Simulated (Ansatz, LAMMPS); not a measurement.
# Relaxing glassy 72SiO2-17Al2O3-6BaO-6ZnO (mol %) (116 atoms)

Aim: bring glassy 72SiO2-17Al2O3-6BaO-6ZnO (mol %) (116 atoms) to a nearby minimum of the energy and see what moves.

Method: Kohn-Sham DFT, RPBE, PAW (set soft_2), plane waves, in Ansatz 0.2.0.

**1. The structure**

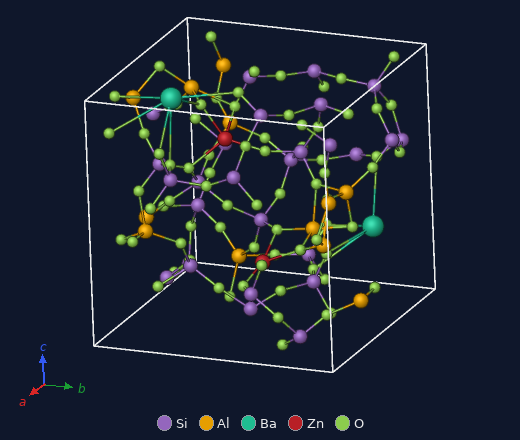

Start, viewed slightly off an axis; silicon purple, aluminium orange, barium teal, zinc red, oxygen green. Some periodic images of atoms are drawn too.

The cell holds 116 atoms: 26 Si, 12 Al, 2 Ba, 2 Zn and 74 O. Cell: a = 11.555 Å, b = 11.555 Å, c = 11.555 Å, α = 90.0°, β = 90.0°, γ = 90.0°. 116 atoms (26 Si, 12 Al, 2 Ba, 2 Zn, 74 O) placed at random at 2.85 g/cm³, melted at 4000 K for 10 ps at fixed volume with the Morse and Coulomb pair potential with partial charges (Pedone, Malavasi, Menziani, Cormack and Segre, J. Phys. Chem. B 110, 11780 (2006)). Quenched from 4000 K to 300 K at 50 K/ps and fixed volume, held 5 ps.

Before any run, some limits are plain. The quench rate of 50 K/ps far exceeds what a furnace or splat quench reaches, so expect more defects and frozen-in strain than in a real sample. The starting topology of bonds comes from the classical model. Only the Γ point is sampled, in a cell whose shortest periodic width is 12 Å. Spin–orbit coupling is left out, which matters for the levels of the heavy elements.

**2. Making the structure**

A classical potential makes the cell, at a small fraction of what the same run would cost in DFT.

This step: classical MD, Morse and Coulomb pair potential with partial charges (Pedone, Malavasi, Menziani, Cormack and Segre, J. Phys. Chem. B 110, 11780 (2006)) (LAMMPS 22 Jul 2025 - Update 4).

in.lmp

```
# melt-quench of Si26Al12Ba2Zn2O74
units metal
atom_style charge
boundary p p p
region box block 0 11.5551 0 11.5551 0 11.5551
create_box 5 box
mass 1 28.0850   # Si
mass 2 26.9815   # Al
mass 3 137.3270   # Ba
mass 4 65.3800   # Zn
mass 5 15.9990   # O
create_atoms 1 random 26 472057 NULL overlap 1.5 maxtry 2000
create_atoms 2 random 12 472064 NULL overlap 1.5 maxtry 2000
create_atoms 3 random 2 472071 NULL overlap 1.5 maxtry 2000
create_atoms 4 random 2 472078 NULL overlap 1.5 maxtry 2000
create_atoms 5 random 74 472085 NULL overlap 1.5 maxtry 2000
pair_style hybrid/overlay pedone 5.5 coul/long 8.0
pair_coeff * * coul/long
pair_coeff 1 5 pedone 0.340554 2.006700 2.100000 1   # Si-O
pair_coeff 2 5 pedone 0.361581 1.900442 2.164818 0.9   # Al-O
pair_coeff 3 5 pedone 0.065011 1.547596 3.393410 5   # Ba-O
pair_coeff 4 5 pedone 0.001221 3.150679 2.851850 1   # Zn-O
pair_coeff 5 5 pedone 0.042395 1.379316 3.618701 22   # O-O
set type 1 charge 2.4
set type 2 charge 1.8
set type 3 charge 1.2
set type 4 charge 1.2
set type 5 charge -1.2
kspace_style pppm 1.0e-4
neigh_modify delay 0 every 1 check yes
thermo_style custom step time temp pe press density
thermo_modify norm yes
timestep 0.002
thermo 100
# [... 15 lines left out ...]
fix md all nvt temp 4000 300 0.2
run 37000 post no
unfix md
thermo 1250
fix md all nvt temp 300 300 0.2
run 2500 post no
unfix md
write_dump all custom glass.dump id type xs ys zs modify sort id
```

Run with:

```console
$ lmp -in in.lmp -log none -nocite
```

Numbers of over 12 decimals in the logs are rounded to 6 here.

The program printed:

```text
LAMMPS (22 Jul 2025 - Update 4)
Created orthogonal box = (0 0 0) to (11.5551 11.5551 11.5551)
Created 26 atoms
Created 12 atoms
Created 2 atoms
Created 2 atoms
Created 74 atoms
PPPM initialization ...
  G vector (1/distance) = 0.37697242
  grid = 12 12 12
  estimated relative force accuracy = 7.9666718e-05
   Step          Time           Temp          PotEng         Press         Density
         0   0              0             -1.9373002      611463.8       2.8449785
        96   0.192          0             -15.827328     -13356.43       2.8449785
Loop time of 0.0757328 s on 1 MPI rank(s) for 96 steps with 116 atoms
Minimization stats:
  Stopping criterion = energy tolerance
  Energy initial, next-to-last, final =
      -1.9373002402529  -15.8259866918627  -15.8273279243632
  Force two-norm initial, final = 353.75901 2.8875812
  Iterations, force evaluations = 96 111
   Step          Time           Temp          PotEng         Press         Density
         0   0              4000          -15.827328      27807.843      2.8449785
       500   1              2201.0533     -15.565327     -9411.324       2.8449785
      1000   2              2036.9462     -15.603367      10162.803      2.8449785
Loop time of 0.521078 s on 1 MPI rank(s) for 1000 steps with 116 atoms
   Step          Time           Temp          PotEng         Press         Density
      1000   2              2036.9462     -15.603367      10162.803      2.8449785
      1666   3.332          4503.9277     -15.261293     -14880.297      2.8449785
      2499   4.998          3754.2269     -15.304057      55783.102      2.8449785
      3332   6.664          4089.7883     -15.18582       79766.661      2.8449785
      4165   8.33           5218.1725     -15.212601      3753.2983      2.8449785
      4998   9.996          3874.2895     -15.192182      58369.237      2.8449785
      5831   11.662         4419.0283     -15.274589      36177.889      2.8449785
[... 1 line left out ...]
Loop time of 2.73972 s on 1 MPI rank(s) for 5000 steps with 116 atoms
   Step          Time           Temp          PotEng         Press         Density
[... 12 lines left out ...]
Loop time of 19.1217 s on 1 MPI rank(s) for 37000 steps with 116 atoms
   Step          Time           Temp          PotEng         Press         Density
     43000   86             295.66597     -15.920534      1665.9137      2.8449785
     43750   87.5           293.58832     -15.91875      -5979.1036      2.8449785
     45000   90             318.68937     -15.922783     -4917.9732      2.8449785
     45500   91             286.04014     -15.915827     -6884.7077      2.8449785
Loop time of 1.18982 s on 1 MPI rank(s) for 2500 steps with 116 atoms
```

Run time: 24 s. Hardware: 1 thread of Arm Neoverse V1, shared host; peak memory 0.071 GiB.

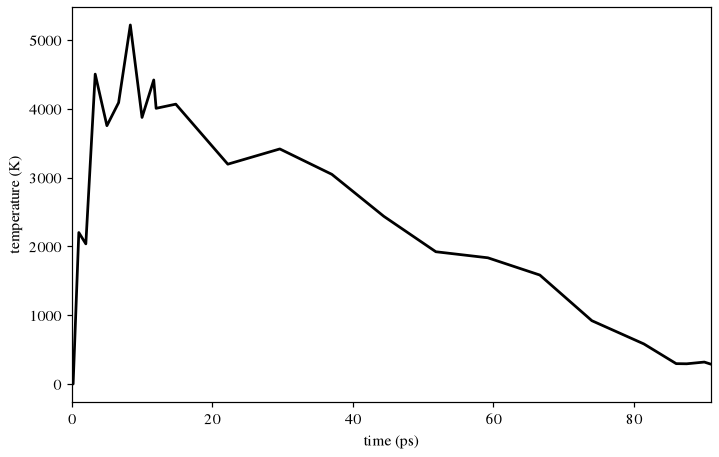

Temperature against time.

**3. Single point at the start**

A single point comes first, to see the forces before anything moves.

input.yaml

```yaml
crystal:
  lattice:
    - [11.5551, 0.0, 0.0]
    - [0.0, 11.5551, 0.0]
    - [0.0, 0.0, 11.5551]
  atoms:
    - { symbol: Si, position: [0.18469, 0.8577, 0.87679] }
    - { symbol: Si, position: [0.18665, 0.0517, 0.06331] }
    - { symbol: Si, position: [0.20385, 0.10637, 0.31495] }
    - { symbol: Si, position: [0.22875, 0.51542, 0.55267] }
    - { symbol: Si, position: [0.02218, 0.69969, 0.52482] }
    - { symbol: Si, position: [0.46258, 0.07906, 0.10515] }
    - { symbol: Si, position: [0.93029, 0.58306, 0.72648] }
    - { symbol: Si, position: [0.42444, 0.46682, 0.36924] }
    - { symbol: Si, position: [0.43099, 0.68119, 0.14176] }
    - { symbol: Si, position: [0.44332, 0.6537, 0.67307] }
    - { symbol: Si, position: [0.74403, 0.62401, 0.92006] }
    - { symbol: Si, position: [0.35704, 0.41243, 0.92431] }
    - { symbol: Si, position: [0.3557, 0.99918, 0.72907] }
    - { symbol: Si, position: [0.11116, 0.93278, 0.63914] }
    - { symbol: Si, position: [0.48464, 0.23602, 0.51907] }
    - { symbol: Si, position: [0.70302, 0.17281, 0.66103] }
    - { symbol: Si, position: [0.15025, 0.59267, 0.89694] }
    - { symbol: Si, position: [0.61145, 0.24682, 0.22147] }
    - { symbol: Si, position: [0.57704, 0.47715, 0.05871] }
    - { symbol: Si, position: [0.95299, 0.64826, 0.26542] }
    - { symbol: Si, position: [0.92993, 0.31714, 0.68783] }
    - { symbol: Si, position: [0.87484, 0.81353, 0.08317] }
    - { symbol: Si, position: [0.16768, 0.54762, 0.14872] }
    - { symbol: Si, position: [0.87861, 0.97103, 0.88309] }
    - { symbol: Si, position: [0.50669, 0.77359, 0.90124] }
    - { symbol: Si, position: [0.01045, 0.14407, 0.50456] }
    - { symbol: Al, position: [0.31254, 0.31869, 0.16783] }
    - { symbol: Al, position: [0.54037, 0.88077, 0.56555] }
    - { symbol: Al, position: [0.52272, 0.72803, 0.39479] }
    - { symbol: Al, position: [0.26923, 0.28306, 0.69354] }
    - { symbol: Al, position: [0.46764, 0.00439, 0.34536] }
    - { symbol: Al, position: [0.61677, 0.03419, 0.88731] }
    - { symbol: Al, position: [0.45447, 0.20861, 0.89244] }
    - { symbol: Al, position: [0.6927, 0.99319, 0.1875] }
    - { symbol: Al, position: [0.07738, 0.17916, 0.85122] }
    - { symbol: Al, position: [0.76424, 0.1303, 0.40212] }
    - { symbol: Al, position: [0.73601, 0.86349, 0.41354] }
    - { symbol: Al, position: [0.80794, 0.9241, 0.61628] }
    - { symbol: Ba, position: [0.17168, 0.82458, 0.29541] }
    - { symbol: Ba, position: [0.7945, 0.27232, 0.97042] }
    - { symbol: Zn, position: [0.53468, 0.37777, 0.72838] }
    - { symbol: Zn, position: [0.6783, 0.57995, 0.29495] }
    - { symbol: O, position: [0.48455, 0.18905, 0.19434] }
    - { symbol: O, position: [0.36893, 0.35054, 0.80116] }
    - { symbol: O, position: [0.5748, 0.29931, 0.87264] }
    - { symbol: O, position: [0.39932, 0.42285, 0.24363] }
    - { symbol: O, position: [0.78514, 0.88879, 0.14936] }
    - { symbol: O, position: [0.92894, 0.8786, 0.9726] }
    - { symbol: O, position: [0.37075, 0.23468, 0.5906] }
    - { symbol: O, position: [0.7463, 0.10054, 0.55669] }
    - { symbol: O, position: [0.93325, 0.67794, 0.62605] }
    - { symbol: O, position: [0.91245, 0.14019, 0.4105] }
    - { symbol: O, position: [0.68051, 0.86412, 0.58252] }
    - { symbol: O, position: [0.80975, 0.70893, 0.01656] }
    - { symbol: O, position: [0.31718, 0.01147, 0.33949] }
    - { symbol: O, position: [0.52831, 0.98059, 0.18349] }
    - { symbol: O, position: [0.61531, 0.36401, 0.14512] }
    - { symbol: O, position: [0.96318, 0.70189, 0.39152] }
    - { symbol: O, position: [0.54668, 0.90476, 0.88974] }
    - { symbol: O, position: [0.69006, 0.51014, 0.98458] }
    - { symbol: O, position: [0.68741, 0.24353, 0.33894] }
    - { symbol: O, position: [0.69192, 0.14217, 0.15358] }
    - { symbol: O, position: [0.25768, 0.22105, 0.25552] }
    - { symbol: O, position: [0.0975, 0.81802, 0.55457] }
    - { symbol: O, position: [0.30162, 0.91696, 0.83018] }
    - { symbol: O, position: [0.09803, 0.88805, 0.77172] }
    - { symbol: O, position: [0.24997, 0.49522, 0.90121] }
    - { symbol: O, position: [0.02265, 0.02883, 0.59863] }
    - { symbol: O, position: [0.75834, 0.02007, 0.93908] }
    - { symbol: O, position: [0.5258, 0.89497, 0.42143] }
    - { symbol: O, position: [0.16123, 0.93482, 0.99619] }
    - { symbol: O, position: [0.91069, 0.45842, 0.67185] }
    - { symbol: O, position: [0.44861, 0.73243, 0.78549] }
    - { symbol: O, position: [0.0534, 0.58827, 0.79967] }
    - { symbol: O, position: [0.55053, 0.59408, 0.13622] }
    - { symbol: O, position: [0.1414, 0.04559, 0.20191] }
    - { symbol: O, position: [0.83921, 0.92596, 0.75138] }
    - { symbol: O, position: [0.29509, 0.62191, 0.13971] }
    [... 32 atom lines left out ...]
    - { symbol: O, position: [0.52163, 0.10797, 0.99063] }
    - { symbol: O, position: [0.17192, 0.18716, 0.75035] }
    - { symbol: O, position: [0.96306, 0.08111, 0.86428] }
    - { symbol: O, position: [0.48025, 0.35311, 0.43515] }
    - { symbol: O, position: [0.44657, 0.75604, 0.02697] }
    - { symbol: O, position: [0.24367, 0.98055, 0.63904] }
kpoints:
  mp_grid: { grid: [1, 1, 1] }
hamiltonian:
  xc: rpbe
scf:
  occupations: { method: fixed }
output:
  forces: true
  stress: true
  populations: true
  dos:
    method: { smearing: { sigma: 0.15 } }
    de: 0.1
    projected: { site_lists: { Al: [Al], Ba: [Ba], O: [O], Si: [Si], Zn: [Zn] } }
  eigenvalues: true
```

Run with:

```console
$ ansatz run input.yaml --threads 4 --pin off --max-ram 8192MiB --backend cpu --events-out ev --progress --plain --runs-dir out
```

The program printed:

```text
Engine: ansatz 0.2.0, aarch64-unknown-linux-gnu
Pseudopotentials: kind: paw
Pseudopotential: Si, paw, valence charge 4, recommended cutoff 420 eV (normal), Si.paw.azcp
Pseudopotential: Al, paw, valence charge 3, recommended cutoff 420 eV (normal), Al.paw.azcp
Pseudopotential: Ba, paw, valence charge 10, recommended cutoff 420 eV (normal), Ba.paw.azcp
Pseudopotential: Zn, paw, valence charge 12, recommended cutoff 420 eV (normal), Zn.paw.azcp
Pseudopotential: O, paw, valence charge 6, recommended cutoff 420 eV (normal), O.paw.azcp
[... 5 lines on functional and potentials left out ...]
Crystal: 116 atoms, lattice volume = 1542.841 Å³
Basis set: ecut = 420 eV, 30095 PW (Γ), exchange–correlation on 160×160×160 points (8 copies of the dense FFT grid, shifted against one another)
Bands: 430, of which v1, the nominal top of the filled ones, is band 314 counted from 1 (313 counted from 0)
Symmetry: 1 space group operations
Space group: P1 (ITA 1), of the structure as read, at distance tolerance 1.2e-4 Å
k-points: 1
[... 16 lines on functional and potentials left out ...]
Initial density: superposition of atomic densities (neutral atoms: chi_scale 0, normalization atom), corrected by the library's trained network
Initial wavefunctions: pseudopotential atomic-orbital guess
Functional: x = rpbe, c = pbe(β = 0.066725)
SCF iter   1: F=—  HF=-83900.056526 eV  |F-HF|=—  |Δ(HF+E_count)|=         —  Δρ=4.33e-3  dr2=3.49e-1  ethr=1.77e-3  ⟨swp⟩=4.0  Hψ=1691  notcnv=0  defer=114
preconditioner: auto → Resta (q_TF=auto, 2.349 Å⁻¹)  ε∞=3.2  [insulator: Δε(μ)=3.147 eV  Ē_g=15.821 eV  n_scr=340 (ndim 8)  ℏωp=23.6 eV  f_vac=0.148  ε∞_Penn≈3.2]
SCF iter   2: F=—  HF=-83900.012921 eV  |F-HF|=—  |Δ(HF+E_count)|=   4.36e-2  Δρ=2.21e-3  dr2=6.26e-2  ethr=5.56e-5  ⟨swp⟩=2.0  Hψ=739  notcnv=0  defer=114
SCF iter   3: F=—  HF=-83900.014469 eV  |F-HF|=—  |Δ(HF+E_count)|=   1.55e-3  Δρ=9.06e-4  dr2=1.72e-2  ethr=9.97e-6  ⟨swp⟩=3.0  Hψ=569  notcnv=0  defer=114
SCF iter   4: F=—  HF=-83900.015046 eV  |F-HF|=—  |Δ(HF+E_count)|=   5.77e-4  Δρ=3.51e-4  dr2=1.71e-3  ethr=2.73e-6  ⟨swp⟩=3.0  Hψ=569  notcnv=0  defer=114
SCF iter   5: F=—  HF=-83900.015061 eV  |F-HF|=—  |Δ(HF+E_count)|=   1.45e-5  Δρ=1.50e-4  dr2=3.68e-4  ethr=2.72e-7  ⟨swp⟩=2.0  Hψ=567  notcnv=0  defer=114
SCF iter   6: F=—  HF=-83900.015186 eV  |F-HF|=—  |Δ(HF+E_count)|=   1.25e-4  Δρ=6.90e-5  dr2=7.07e-5  ethr=5.86e-8  ⟨swp⟩=2.0  Hψ=567  notcnv=0  defer=113
SCF iter   7: F=—  HF=-83900.016009 eV  |F-HF|=—  |Δ(HF+E_count)|=   8.23e-4  Δρ=2.26e-5  dr2=8.36e-6  ethr=1.13e-8  ⟨swp⟩=2.0  Hψ=728  notcnv=0  defer=110
SCF iter   8: F=—  HF=-83900.016009 eV  |F-HF|=—  |Δ(HF+E_count)|=   4.04e-7  Δρ=9.52e-6  dr2=1.47e-6  ethr=1.33e-9  ⟨swp⟩=2.0  Hψ=565  notcnv=0  defer=110
SCF iter   9: F=—  HF=-83900.016009 eV  |F-HF|=—  |Δ(HF+E_count)|=   2.94e-7  Δρ=5.41e-6  dr2=4.00e-7  ethr=2.33e-10  ⟨swp⟩=2.0  Hψ=565  notcnv=0  defer=110
SCF iter  10: F=-83900.016009 eV  HF=-83900.016009 eV  |F-HF|=3.94e-8  |Δ(HF+E_count)|=   1.60e-7  Δρ=1.28e-6  dr2=2.62e-8  ethr=1.59e-11  ⟨swp⟩=17.0  Hψ=3511  notcnv=0
SCF 1 converged in 10 iterations: F = -83900.016009 eV  dr2 = 2.62e-8
  greatest PAW one-centre occupation: 0.990 electrons in one spin orbital (limit 2), on the Zn atom at site 41 (counted from 0), in its partial waves of l = 2
SCF converged after 10 iterations
Free energy (F): -83900.016009 eV
Harris-Foulkes:  -83900.016009 eV  (|F-HF|=3.94e-8)
Internal energy: -83900.016009 eV  (E = F + TS)
E sigma→0 (E₀):  -83900.016009 eV
Fermi energy:    4.343200 eV
--- Per-component energies (eV) ---
  E_band       = -2270.626145
  E_kinetic    = 15355.585309
  E_local      = -47524.290459  (includes V_loc(G=0)·N_el)
  E_nonlocal   = 5579.985433
  E_hartree    = 18503.537876
  E_xc         = -8094.497071
  E_vxc        = -9016.266294  (∫ρ·V_xc dr)
  E_paw        = -45074.358388  (= ΣΔE_a)
  E_vpaw       = -3672.904807  (= ΣTr[D̂ρ^β])
  E_aug_tail   = 0.187116  (compensation charges beyond the density's cutoff)
  E_ewald      = -22643.540547
  E_core_change = -2.625279  (= ΣΔE_core)
  E_smearing   = -0.000000  (= −TS)
  E_closure    = 0.000000  (closes the sum)
  Σ components = -83900.016009   (vs F -83900.016009, Δ=0.00e0)
--- Forces (eV/Å), atoms counted from 1 ---
  atom   1  Si     0.67874521     3.09901114    -0.47348950
  atom   2  Si     1.12911294     2.03905411    -0.13766914
  atom   3  Si     4.60383586     1.18229091    -2.33129508
  atom   4  Si     2.17173690     1.85955734     2.03231631
  atom   5  Si     0.94578215     0.71579120    -1.78763079
  atom   6  Si    -0.83306247    -0.47743632     3.92056065
  atom   7  Si     1.36465234    -1.03712474     1.66901907
  atom   8  Si     0.58024197    -2.98205177     1.03250476
  atom   9  Si    -1.44110431    -2.98303138    -0.81187957
  atom  10  Si    -1.62090313    -4.87204551    -0.45824892
  atom  11  Si    -1.48565364     3.16171421     3.36168728
  atom  12  Si    -0.44889215    -0.42816505     1.64603525
  atom  13  Si    -1.38893583     0.12316791    -0.16072222
  atom  14  Si     2.31933092    -0.33961429     0.87963601
[...]
atom 115  O     -0.63432720     0.58279230    -0.65626917
  atom 116  O     -0.02450474     0.60457111    -1.40273545
  max |Σ_I F_I| component: 1.50e-4 eV/Å
--- Stress (GPa, compression-positive) ---
        8.997961       0.138779      -1.734848
        0.138769       9.073588       0.804047
       -1.734851       0.804046       9.713207
  P = ⅓ Tr σ = 9.2616 GPa (92.616 kbar)
--- Band table (eV) ---
  k-point 0: bands = ["-23.2833", "-22.5288", "-17.0820", "-16.8836", [... 414 levels ...], "13.8630", "13.9315", "13.9481", "13.9717", "13.9839", "14.0437", "14.0608", "14.1132", "14.1386", "14.1484", "14.2326", "14.2705"]
--- Löwdin populations: 116 sites ---
  site symbol       q [e]
     0     Si      2.1871
     1     Si      2.2446
     2     Si      2.2526
[...]
115      O      6.7960
  spilling = 0.011965 (of n_electrons = 628.000000)
```

Run time: 39 s. Hardware: 4 threads of Arm Neoverse V1, shared host; peak memory 2.2 GiB.

Numbers from this run:

| Property | Result |
| --- | --- |
| free energy | -83900.0160 eV |
| free energy per atom | -723.2760 eV/atom |
| SCF cycles | 10 |
| pressure | 9.262 GPa |
| r.m.s. force component | 1.427 eV/Å |
| longest force | 5.335 eV/Å |
| Fermi energy | 4.343 eV |
| gap (highest filled to lowest empty level) | 2.897 eV |
| spilling of the projection | 0.01196 |

The r.m.s. force component of 1.4 eV/Å and the pressure of 9.3 GPa set the starting point.

Neighbours are counted within 2.12 Å (O-Si), 2.38 Å (O-Al), 3.43 Å (O-Ba), 2.33 Å (O-Zn).

Length of the force by element and coordination:

| element | coordination | atoms | mean length of the force (eV/Å) | spread | least | most |
| --- | --- | --- | --- | --- | --- | --- |
| Al | all | 12 | 2.03 | 0.714 | 0.946 | 3.08 |
| Al | 4 | 10 | 2.08 | 0.739 | 0.946 | 3.08 |
| Al | 5 | 2 | 1.82 | 0.525 | 1.30 | 2.34 |
| Ba | all | 2 | 0.673 | 0.0088 | 0.664 | 0.682 |
| O | all | 74 | 2.02 | 0.974 | 0.301 | 5.33 |
| O | 2 | 46 | 1.91 | 0.937 | 0.301 | 5.33 |
| O | 3 | 27 | 2.23 | 1.01 | 0.684 | 4.75 |
| O | 4 | 1 | 1.55 | 0 | 1.55 | 1.55 |
| Si | all | 26 | 3.10 | 1.03 | 1.40 | 5.29 |
| Zn | all | 2 | 1.23 | 0.119 | 1.11 | 1.35 |
| Zn | 3 | 1 | 1.11 | 0 | 1.11 | 1.11 |
| Zn | 4 | 1 | 1.35 | 0 | 1.35 | 1.35 |

(Continued in part 2 of 3.)

[Logs are printed without paths, hosts, clocks, repeated set-up lines and the standing remarks that a program may print on its own settings, such as how far it seeks lower states.]

[Hosts, paths, dates, database ids (printed as entryN), source tags and the programs' standing remarks are cut or masked in the printed files.]
